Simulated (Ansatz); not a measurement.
H6NSi···AsH2

```yaml
atoms:
  - { symbol: Si, position_ang: [-0.7699, -0.6606, 0.9158] }
  - { symbol: N, position_ang: [0.9920, -0.1780, 0.5625] }
  - { symbol: H, position_ang: [-1.6011, 0.5115, 1.2314] }
  - { symbol: H, position_ang: [-1.2629, -1.6583, -0.0464] }
  - { symbol: H, position_ang: [-0.5082, -1.3793, 2.2054] }
  - { symbol: H, position_ang: [0.7532, 0.3423, -0.3807] }
  - { symbol: As, position_ang: [-0.8094, 0.9244, -1.7826] }
  - { symbol: H, position_ang: [1.3994, 0.4462, 1.2573] }
  - { symbol: H, position_ang: [1.6190, -0.9688, 0.4210] }
  - { symbol: H, position_ang: [-0.0552, 2.2469, -1.6375] }
  - { symbol: H, position_ang: [0.2430, 0.3736, -2.7463] }
```

A transition-state structure; geometry: PBE0-D4/def2-TZVP.

All numbers below come from RKS PBE0-D4/def2-TZVPP (Ansatz).

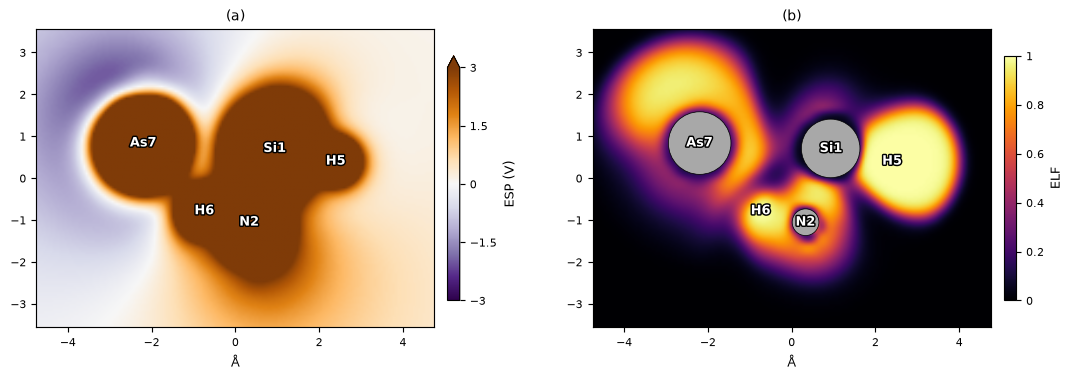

Figure 1. (a) molecular electrostatic potential; (b) electron localisation function on the plane of atoms Si1, N2 and H6. Grey discs cover the atomic cores in the ELF map.

### Describe what can be read from this map.

- Atoms in the plane: Si, N, H and As.
- As7···H6 (2.18 Å): the ELF climbs to about 0.90 towards the hydrogen, as it does in any bond to H.
- Si–N (1.86 Å): the ELF peaks at about 0.95 between the atoms (a polar covalent bond).
- Si–H (1.50 Å): the ELF climbs to about 1 towards the hydrogen.
- Outside the dense part of the complex the potential is most negative (−2.0 V) near As7.

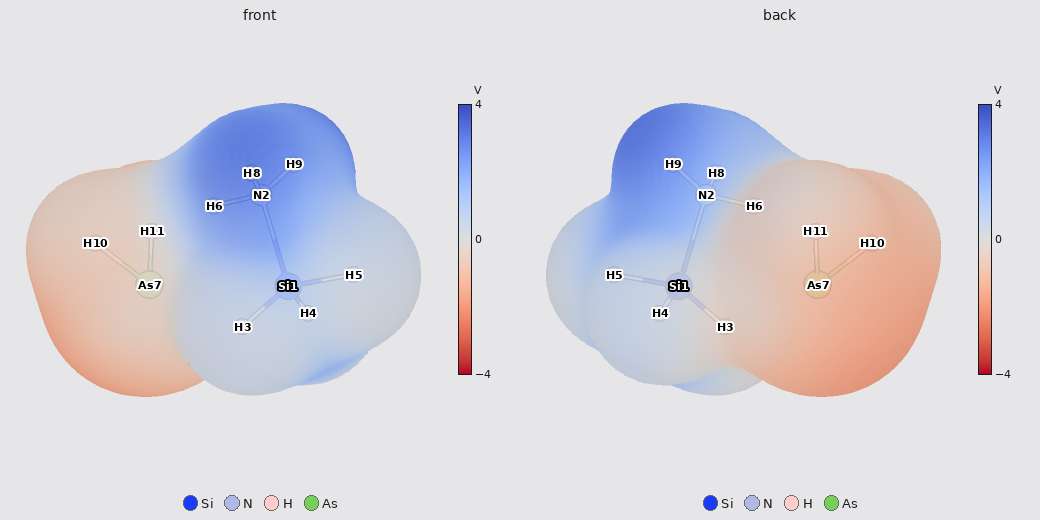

Figure 2. The electrostatic potential painted on the density surface at 0.002 e/bohr³, seen from the front and from behind; the colour scale runs from red (negative) to blue (positive).

### Which sites attract a positive test charge, and which a negative one?

A positive charge is drawn to the negative regions and a negative charge to the positive ones. The most negative region (about −1.8 V, or −42 kcal/mol for a unit charge) lies over As7, the most positive (about +3.1 V, or +71 kcal/mol for a unit charge) over H8 and H9.

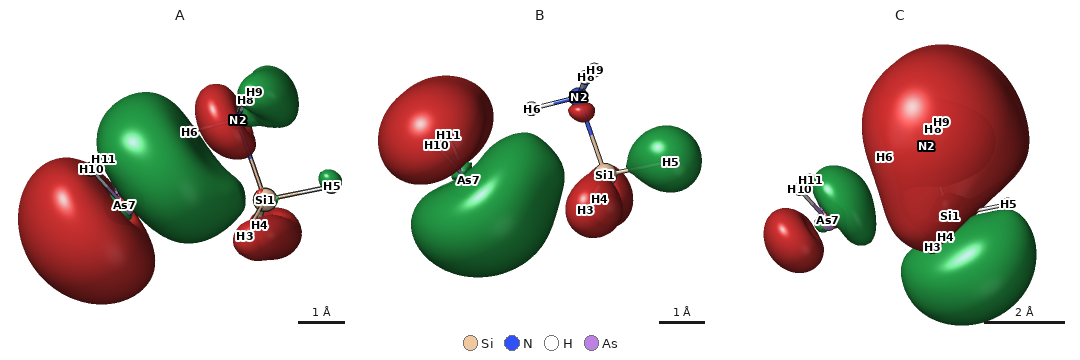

Figure 3. Three frontier orbitals at ±0.06 Å⁻³ᐟ² (green and red are the two phases), in no order.

### Order the three orbitals by energy and name them.

B is the HOMO−1 (−6.83 eV). It lies mainly on As7 (about 65 %), H10 (about 10 %) and H11 (about 10 %). A is the HOMO (−4.75 eV). By Hirshfeld shares it lies mainly on As7 (about 70 %), N2 (about 5 %) and H6 (about 5 %); largely a lone pair of As7. C is the LUMO (−0.63 eV). It lies mainly on Si1 (about 30 %), H8 (about 15 %), H9 (about 15 %), N2 (about 15 %) and As7 (about 5 %).

### What is the HOMO–LUMO gap?

4.12 eV between the orbital energies.

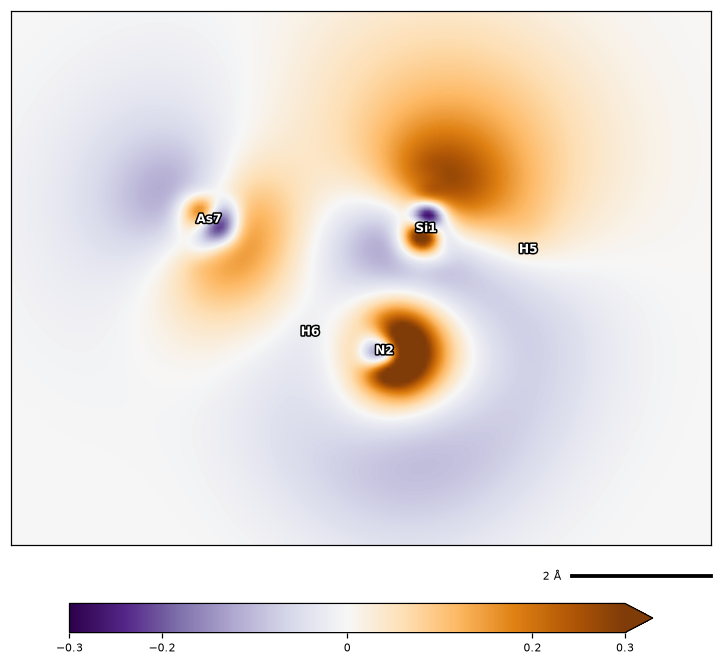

Figure 4. The LUMO on the plane of atoms N2, Si1 and H5 (values in Å⁻³ᐟ²; the overall sign is arbitrary).

### Where does this orbital lie, and at what energy?

Its weight (Hirshfeld) is mainly on Si1 (about 30 %), H8 (about 15 %), H9 (about 15 %), N2 (about 15 %) and As7 (about 5 %). Its energy is −0.63 eV.
